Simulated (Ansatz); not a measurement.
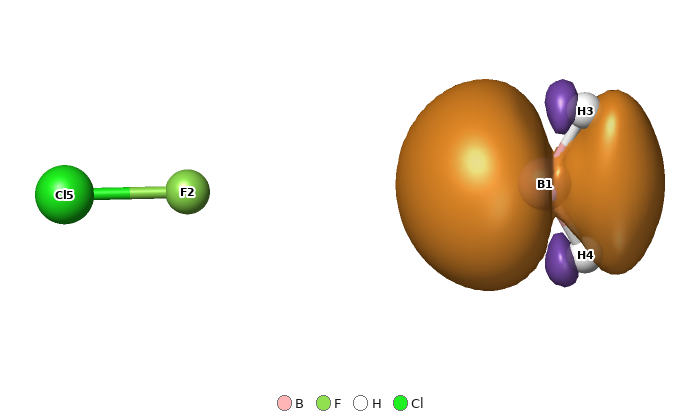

*BH2···ClF (doublet). Isosurfaces of the spin density at +0.015 (orange) and −0.015 e/Å³ (purple), seen at a tilt.*

These are results of UHF/def2-SVP in Ansatz 0.2.0, not measurements.

```yaml
atoms:
  - { symbol: B, position_ang: [0.0000, 0.0000, -1.2368] }
  - { symbol: F, position_ang: [0.0000, 0.0000, 3.4523] }
  - { symbol: H, position_ang: [1.0711, 0.0000, -1.7658] }
  - { symbol: H, position_ang: [-1.0711, 0.0000, -1.7658] }
  - { symbol: Cl, position_ang: [0.0000, 0.0000, 5.0661] }
```

**Which atoms carry the spin?**

The unpaired spin (1 electron) lies mostly on B1 (about 0.9), in electrons by Hirshfeld's partition.
